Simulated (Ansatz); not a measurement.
# How fast states decay through CaH2S2, part 3 of 3

A new crystal, CaH2S2: structure, gap and complex bands. It is built by putting S for O in the CaH2O2 structure of space group C2, with the volume rescaled by atomic radii. The parent structure comes from the Materials Project.

Ansatz 0.2.0; r2SCAN DFT, plane waves, PAW files (the session's first sound run).

So far, gap on path (eV): step 3 (the bulk crystal and its band edges) 3.89.

The structure was built from a prototype and need not be the compound's stable phase.

### Step 7. Band edges at another level, cutoff 420 eV

This step: PBEsol DFT, plane waves, PAW files (Ansatz 0.2.0).

The edges again with PBEsol, at the same atoms. Against that run the cutoff is 420 eV against 500.

File input.yaml:

```yaml
crystal:
  lattice:
    - [3.7709653591, -2.1835916771, 0.2361415187]
    - [3.7709653591, 2.1835916771, 0.2361415187]
    - [-0.3835595244, 0.0, 5.9443799822]
  atoms:
    - { symbol: Ca, position: [0.910767881, 0.089232119, 0.0] }
    - { symbol: H, position: [0.2435886361, 0.4219787125, 0.5502609036] }
    - { symbol: H, position: [0.5780212875, 0.7564113639, 0.4497390964] }
    - { symbol: S, position: [0.2439838081, 0.4224546128, 0.7755702018] }
    - { symbol: S, position: [0.5775453872, 0.7560161919, 0.2244297982] }
kpoints:
  mp_grid: { grid: [8, 8, 4] }
  band_path: { path: [VBM, CBM], npoints: 30 }
scf:
  occupations: { method: fixed }
hamiltonian:
  xc: pbesol
output:
  eigenvalues: true
```

Launch:

```console
$ ansatz run input.yaml --threads 2 --pin off --max-ram 4096MiB --backend cpu --events-out ev --progress --plain --runs-dir out
```

Numbers of over 12 decimals in the logs are rounded to 6 here.

What it wrote:

```text
[...]
Crystal: 5 atoms, lattice volume = 98.291 Å³
Basis set: ecut = 420 eV, 1945 PW (Γ)
Bands: 17, of which v1, the nominal top of the filled ones, is band 12 counted from 1 (11 counted from 0)
Symmetry: 2 space group operations
[...]
k-points: 78 of 256 (time reversal used)
[...]
SCF iter   1: F=—  HF=-3599.388839 eV  |F-HF|=—  |Δ(HF+E_count)|=         —  Δρ=4.37e-3  dr2=2.31e-2  ethr=1.77e-3  ⟨swp⟩=4.8  Hψ=6420  notcnv=0  defer=216
[...]
SCF iter   6: F=-3599.383226 eV  HF=-3599.383226 eV  |F-HF|=3.97e-7  |Δ(HF+E_count)|=   4.12e-6  Δρ=7.78e-6  dr2=9.35e-8  ethr=4.17e-10  ⟨swp⟩=9.4  Hψ=8873  notcnv=0
SCF 1 converged in 6 iterations: F = -3599.383226 eV  dr2 = 9.35e-8
[...]
SCF converged after 6 iterations
Free energy (F): -3599.383226 eV
[...]
Internal energy: -3599.383226 eV  (E = F + TS)
E sigma→0 (E₀):  -3599.383226 eV
Fermi energy:    2.268223 eV
[...]
--- Band table (eV; the first three rows and the last of 78) ---
  k-point 0: bands = [... 8 lower, 1.0827, 1.0871, 2.2656, 2.2682, 6.0318, 6.2041, 6.8604, 7.2632, ... 1 higher]
  k-point 1: bands = [... 8 lower, 1.1381, 1.1411, 2.1786, 2.1835, 6.0920, 6.5603, 7.1875, 7.1935, ... 1 higher]
  k-point 2: bands = [... 8 lower, 1.2032, 1.2043, 2.0825, 2.0902, 6.1231, 7.0732, 7.1152, 7.1208, ... 1 higher]
  k-point 77: bands = [... 8 lower, 0.7040, 1.1810, 1.3912, 1.5323, 6.2578, 7.5443, 7.5749, 8.0966, ... 1 higher]
```

Run time: 17 s. Hardware: 2 threads of Intel Xeon Platinum 8175M at 2.50GHz (Skylake/Cascade Lake), shared host; peak memory 0.46 GiB.

This step gave:

* free energy: -3599.3832 eV
* Fermi energy: 2.268 eV
* gap on the k-mesh: 3.367 eV
* gap on path: 3.367 eV, by band count; negative where bands overlap
* direct gap on path: 3.764 eV

The electronic bands at the labelled points (eV, zero at the Fermi level (highest filled level under fixed occupations); v1 is the highest filled band, c1 the lowest empty one):

```tsv
point	v4	v3	v2	v1	c1	c2	c3	c4
VBM	-1.19	-1.18	0.00	0.00	3.76	3.94	4.59	5.00
CBM	-2.19	-1.19	-1.03	-0.56	3.37	5.17	5.44	5.93
```

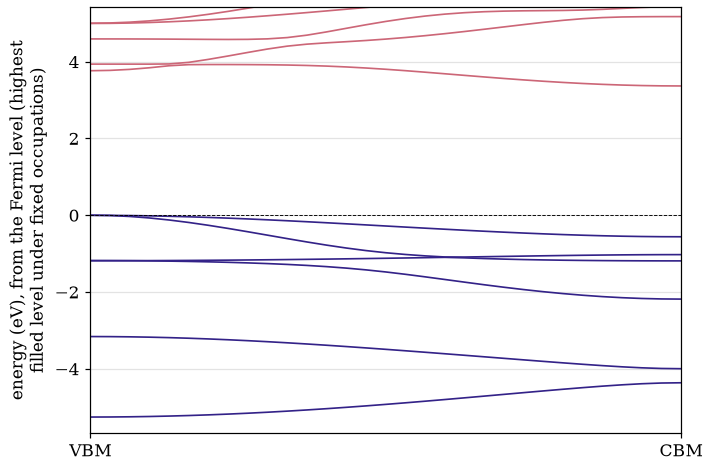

Electronic bands along the path; lines of filled and empty bands in two colours.

The searched edges give 3.37 eV, as on the mesh.

Between step 3 and this run (PBEsol and cutoff 420 eV) the value for the gap on path moves from 3.89 eV to 3.37 eV.

### Step 8. Complex bands at another level, cutoff 420 eV

This step: PBEsol DFT, plane waves, PAW files; complex bands by layer matching along the plane's normal (Ansatz 0.2.0).

The complex bands at that level, over its own gap, at (0, 0) and (0.5, 0).

File input.yaml:

```yaml
crystal:
  lattice:
    - [5.956741667, 0.0, 0.0]
    - [0.0, 4.367183354, 0.0]
    - [-0.007164112, 2.183591677, 3.778345039]
  atoms:
    - { symbol: Ca, position: [0.0, 0.910767881, 0.0] }
    - { symbol: H, position: [0.5502609036, 0.5780212875, 0.6655673486] }
    - { symbol: H, position: [0.4497390964, 0.2435886361, 0.3344326514] }
    - { symbol: S, position: [0.7755702018, 0.5775453872, 0.6664384209] }
    - { symbol: S, position: [0.2244297982, 0.2439838081, 0.3335615791] }
kpoints:
  mp_grid: { grid: [4, 6, 6] }
scf:
  occupations: { method: fixed }
hamiltonian:
  xc: pbesol
output:
  eigenvalues: true
  transmission:
    leads: [[0, 0]]
    kpoints: [[0.0, 0.0], [0.5, 0.0]]
    e_range: [-1.0, 4.37]
    de: 0.13
```

What it wrote:

```text
[...]
Crystal: 5 atoms, lattice volume = 98.291 Å³
Basis set: ecut = 420 eV, 1945 PW (Γ)
Bands: 17, of which v1, the nominal top of the filled ones, is band 12 counted from 1 (11 counted from 0)
Symmetry: 2 space group operations
[...]
k-points: 47 of 144 (time reversal used)
[...]
SCF iter   1: F=—  HF=-3599.388881 eV  |F-HF|=—  |Δ(HF+E_count)|=         —  Δρ=4.37e-3  dr2=2.31e-2  ethr=1.77e-3  ⟨swp⟩=4.9  Hψ=3877  notcnv=0  defer=132
[...]
SCF iter   6: F=-3599.383141 eV  HF=-3599.383141 eV  |F-HF|=3.87e-7  |Δ(HF+E_count)|=   3.83e-6  Δρ=7.66e-6  dr2=9.07e-8  ethr=4.17e-10  ⟨swp⟩=9.4  Hψ=5263  notcnv=0
SCF 1 converged in 6 iterations: F = -3599.383141 eV  dr2 = 9.07e-8
[...]
transmission: 6 of 12 steps passed
transmission: 12 of 12 steps passed
SCF converged after 6 iterations
Free energy (F): -3599.383141 eV
[...]
Internal energy: -3599.383141 eV  (E = F + TS)
E sigma→0 (E₀):  -3599.383141 eV
Fermi energy:    2.268301 eV
[...]
--- Band table (eV; the first three rows and the last of 47) ---
  k-point 0: bands = [... 8 lower, 1.0828, 1.0871, 2.2656, 2.2683, 6.0319, 6.2041, 6.8604, 7.2632, ... 1 higher]
  k-point 1: bands = [... 8 lower, 0.9865, 1.1128, 1.6589, 2.1240, 6.1803, 6.6723, 6.8956, 7.5039, ... 1 higher]
  k-point 2: bands = [... 8 lower, 0.4571, 1.1394, 1.1870, 1.8512, 5.8700, 7.1120, 7.5691, 7.9413, ... 1 higher]
  k-point 46: bands = [... 8 lower, 0.7699, 1.1794, 1.2831, 1.4141, 6.5760, 7.1851, 7.8596, 8.1839, ... 1 higher]
--- Transmission ---
  basis      : 229 plane waves across, 6 finite elements along
  points     : 2, as listed
[...]
crystal 0  : H2S2Ca1, at the sites [0, 0], period 3.7783 Å: whole cells are its period
[...]
channels       : 0.000000e0 a spin
[...]
slowest decay  : 0.2747 /Å at (0.0000, 0.0000)
```

The job ended after 29 s (2 threads; peak memory 0.61 GiB).

Numbers from this step:

- free energy: -3599.3831 eV
- level to which the leads are filled: 1.683 eV from the Fermi level
- decay constant at the filling level, zone centre: 0.2747 Å⁻¹
- decay constant at the filling level, slowest listed point: 0.2747 Å⁻¹

K parallel (0, 0); values up to 1.5 1/Å, a degenerate pair printed once or twice; energies at which all values exceed this have no row. Table of Im kz of the slowest decaying states by energy, zero at the highest filled level on the SCF mesh:

```tsv
energy (eV)	decay 1 (Å⁻¹)	decay 2 (Å⁻¹)	decay 3 (Å⁻¹)	decay 4 (Å⁻¹)
-1.000	0.156	0.381	0.546	0.587
-0.480	0.597	0.606	0.891	0.952
0.040	0.0607	0.141	0.618	0.632
0.560	0.203	0.433	0.611	0.640
0.950	0.244	0.507	0.597	0.636
1.470	0.270	0.554	0.566	0.618
1.990	0.274	0.515	0.569	0.587
2.510	0.259	0.434	0.538	0.563
3.030	0.219	0.293	0.466	0.538
3.550	0.130	0.356	0.495	0.511
3.940	0.0974	0.115	0.446	0.465
```

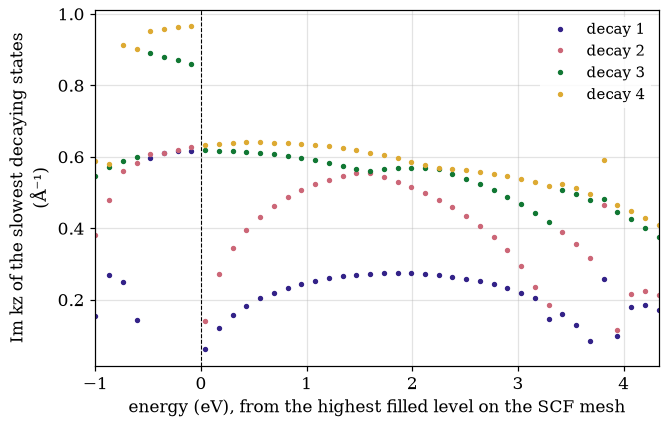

Im kz of the slowest decaying states, plotted against energy.

K parallel (0.5, 0); values up to 1.5 1/Å, a degenerate pair printed once or twice; energies at which all values exceed this have no row. Im kz of the slowest decaying states against energy, zero at the highest filled level on the SCF mesh:

```tsv
energy (eV)	decay 1 (Å⁻¹)	decay 2 (Å⁻¹)	decay 3 (Å⁻¹)	decay 4 (Å⁻¹)
-1.000	0.195	0.533	1.02	1.09
-0.480	0.484	0.881	1.01	1.03
0.040	0.186	0.301	0.556	0.967
0.560	0.308	0.464	0.597	0.905
0.950	0.353	0.515	0.619	0.855
1.470	0.383	0.546	0.645	0.784
1.990	0.389	0.551	0.648	0.733
2.510	0.375	0.536	0.617	0.673
3.030	0.334	0.505	0.569	0.587
3.550	0.240	0.453	0.481	0.494
3.940	0.222	0.391	0.397	0.420
```

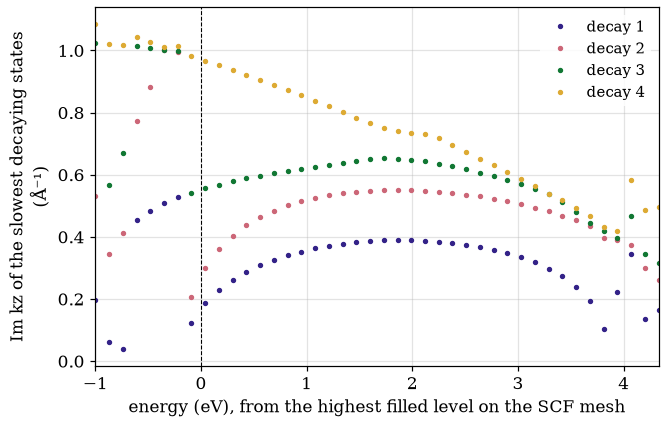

Im kz of the slowest decaying states against energy.

At the listed wavevectors the last open channel is at -0.09 eV and the next at +3.42 eV on the grid. At +1.73 eV, the grid energy nearest the filling level (the middle of the gap on the SCF mesh), the slowest state at the listed wavevectors decays with κ = 0.275 Å⁻¹, its amplitude falling by e over 3.6 Å; the first such run, plane (100), gave 0.309 Å⁻¹.

### Step 9. A check of the settings

This step: r2SCAN DFT, plane waves, PAW files; complex bands by layer matching along the plane's normal; changed: basis.ecutwfc = "22.0 Ry" (Ansatz 0.2.0).

This run repeats an earlier one, its twin (the complex run, plane (100)), with one setting changed (basis.ecutwfc; files written aside). It is meant to test whether the cutoff is converged. Where the input is shown as a difference, that is against the step before, not the twin.

input.yaml, as its differences from that of step 8:

```diff
@@ -16,3 +16,3 @@
 hamiltonian:
-  xc: pbesol
+  xc: r2scan
 output:
@@ -22,3 +22,5 @@
     kpoints: [[0.0, 0.0], [0.5, 0.0]]
-    e_range: [-1.0, 4.37]
-    de: 0.13
+    e_range: [-1.0, 4.89]
+    de: 0.15
+basis:
+  ecutwfc: "22.0 Ry"
```

What it wrote:

```text
Warning: basis.ecutwfc = 299.325248705868 eV is below the records' recommended 500 eV, and the density's cutoff is lower with it unless basis.ecutrho_ratio is high enough to keep the records' density cutoff: compare with a run at a higher cutoff
[...]
Crystal: 5 atoms, lattice volume = 98.291 Å³
Basis set: ecut = 299.325248705868 eV, 1157 PW (Γ), exchange–correlation on 144×100×100 points (64 copies of the dense FFT grid, shifted against one another)
Bands: 17, of which v1, the nominal top of the filled ones, is band 12 counted from 1 (11 counted from 0)
Symmetry: 2 space group operations
[...]
k-points: 47 of 144 (time reversal used)
[...]
SCF iter   1: F=—  HF=-3670.322034 eV  |F-HF|=—  |Δ(HF+E_count)|=         —  Δρ=5.24e-3  dr2=2.39e-2  dr2_τ=3.73e-2  ethr=1.77e-3  ⟨swp⟩=4.8  Hψ=3861  notcnv=0  defer=133
[...]
SCF iter   6: F=-3670.322256 eV  HF=-3670.322256 eV  |F-HF|=5.91e-8  |Δ(HF+E_count)|=   6.98e-7  Δρ=7.18e-6  dr2=6.79e-8  dr2_τ=3.63e-9  ethr=4.17e-10  ⟨swp⟩=10.5  Hψ=4899  notcnv=0
SCF 1 converged in 6 iterations: F = -3670.322256 eV  dr2 = 6.79e-8
[...]
transmission: 7 of 14 steps passed
transmission: 14 of 14 steps passed
SCF converged after 6 iterations
Free energy (F): -3670.322256 eV
[...]
Internal energy: -3670.322256 eV  (E = F + TS)
E sigma→0 (E₀):  -3670.322256 eV
Fermi energy:    2.035612 eV
[...]
--- Band table (eV; the first three rows and the last of 47) ---
  k-point 0: bands = [... 8 lower, 0.8599, 0.8643, 2.0329, 2.0356, 6.4835, 6.5695, 7.1747, 7.6577, ... 1 higher]
  k-point 1: bands = [... 8 lower, 0.7673, 0.8865, 1.4599, 1.8954, 6.4802, 7.1182, 7.2595, 7.9040, ... 1 higher]
  k-point 2: bands = [... 8 lower, 0.2603, 0.9305, 0.9534, 1.6282, 6.1702, 7.4820, 7.9889, 8.3602, ... 1 higher]
  k-point 46: bands = [... 8 lower, 0.5557, 0.9464, 1.0547, 1.1922, 6.9143, 7.5372, 8.3063, 8.6159, ... 1 higher]
--- Transmission ---
  basis      : 161 plane waves across, 7 finite elements along
  points     : 2, as listed
[...]
crystal 0  : H2S2Ca1, at the sites [0, 0], period 3.7783 Å: whole cells are its period
[...]
channels       : 0.000000e0 a spin
[...]
slowest decay  : 0.3092 /Å at (0.0000, 0.0000)
```

Wall time 18 s (2 threads); peak memory 0.52 GiB; 25 s of CPU time.

This number moved little. The least decay constant is 0.309 Å⁻¹ against 0.309 Å⁻¹ in the twin: no change within 1 %, at 0.38 times the CPU time.

Side by side:

```tsv
quantity	this run	sound run	difference
free energy (eV)	-3670.3	-3670.4	0.0935
Fermi energy (eV)	2.0356	2.0342	0.00140
gap on the k-mesh (eV)	3.8973	3.8911	0.00615
level to which the leads are filled (eV from the Fermi level)	1.9486	1.9456	0.00308
decay constant at the filling level, zone centre (Å⁻¹)	0.30923	0.30918	5.0e-5
```

### Step 10. What came out

| Property | Result |
| --- | --- |
| band gap | 3.89 eV |
| least decay constant at mid-gap, normal to (100) | 0.309 Å⁻¹ |
| least decay constant at mid-gap, normal to (010) | 0.304 Å⁻¹ |
| least decay constant on a mesh, normal to (100) | 0.308 Å⁻¹ |
| least decay constant, PBEsol | 0.275 Å⁻¹ |

What this shows: With r2SCAN, the slowest decay at the wavevectors tried is κ = 0.304 Å⁻¹, normal to (010). Through such a film the transmission near mid-gap falls as exp(−2κd), a factor of ten every 3.8 Å. The directions tried decay at nearly the same rate. A free electron under a barrier of half the gap would need a mass of 0.18 mₑ to decay at this rate. With PBEsol the gap goes from 3.89 to 3.37 eV and the decay constant, over the first 2 listed wavevectors, from 0.309 to 0.275 Å⁻¹. The compound is made up by substitution; its stability against other phases and against distortions of the cell's symmetry was not tested. r2SCAN still narrows gaps, if less than LDA and GGA do, so real decay constants are likely larger.

[Logs are printed without paths, hosts, clocks, repeated set-up lines and the standing remarks that a program may print on its own settings, such as how far it seeks lower states.]

[Hosts, paths, dates, database ids (printed as entryN), source tags and the programs' standing remarks are cut or masked in the printed files.]

[New means built here by substitution; the compound itself may be known and measured.]
